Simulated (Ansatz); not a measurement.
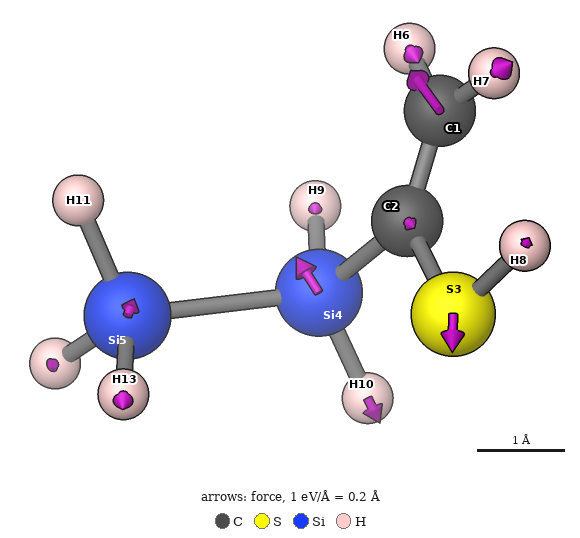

Starting geometry of C$_{2}$H$_{8}$SSi$_{2}$ (coarse preliminary run) with the computed forces as purple arrows. Style: ball-and-stick. Shown from a free direction.

The start comes from a force field.

The calculation used Ansatz 0.2.0, RKS PBE-D4/def2-SVP.

Input
```yaml
crystal:
  periodic: [false, false, false]
  atoms:
    - {symbol: C, position_ang: [-0.260700, -0.104300, 2.113600]}
    - {symbol: C, position_ang: [0.477800, -0.027200, 1.016600]}
    - {symbol: S, position_ang: [1.920100, -0.952800, 0.940900]}
    - {symbol: Si, position_ang: [0.191900, 1.018400, -0.488400]}
    - {symbol: Si, position_ang: [-0.703600, -0.331700, -2.198300]}
    - {symbol: H, position_ang: [-1.225700, 0.538600, 2.163100]}
    - {symbol: H, position_ang: [-0.048300, -0.662200, 2.977000]}
    - {symbol: H, position_ang: [1.973200, -1.471200, 2.178700]}
    - {symbol: H, position_ang: [-0.895600, 2.054000, -0.083500]}
    - {symbol: H, position_ang: [1.339800, 1.740900, -0.905300]}
    - {symbol: H, position_ang: [-1.952500, -1.028700, -1.721400]}
    - {symbol: H, position_ang: [-1.035400, 0.510800, -3.351900]}
    - {symbol: H, position_ang: [0.239100, -1.319400, -2.626300]}
basis:
  gaussian: {orbitals: def2-SVP}
hamiltonian: {xc: pbe, dispersion: d4}
relax: {f_tol: 0.03, max_steps: 200}
```

Run as
```bash
ansatz run in.yaml --threads 4 --pin off --events-out ev --progress --plain --max-ram 10444MiB
```

What follows when this structure is relaxed?

Answer. It isn't relaxed: the largest force vector, on C1, is 4.70 eV/Å. The final displacements have little in common with the starting forces (cosine between the two patterns 0.13). After 11 geometry steps the energy has fallen by 49.0 kJ/mol. The largest force component goes from 3.7 to 0.011 eV/Å. The forces were under the threshold at step 5, but the run went on from there. H8 moves most after the best rigid fit: 0.46 Å. Largest moves by element: H 0.46 Å, S 0.33 Å, C 0.24 Å, Si 0.15 Å. Near-neighbour distances that change, for instance: Si4–H10 1.419 → 1.507 Å, Si5–H13 1.431 → 1.504 Å, C1–H6 1.161 → 1.101 Å, C2–S3 1.715 → 1.772 Å. Bond angles that change, for instance: C1–C2–S3 118.3° → 125.5°, C1–C2–Si4 128.2° → 121.3°, C2–C1–H7 126.8° → 122.4°. The run took 18 s on 4 threads of Arm Neoverse V1 (shared host).
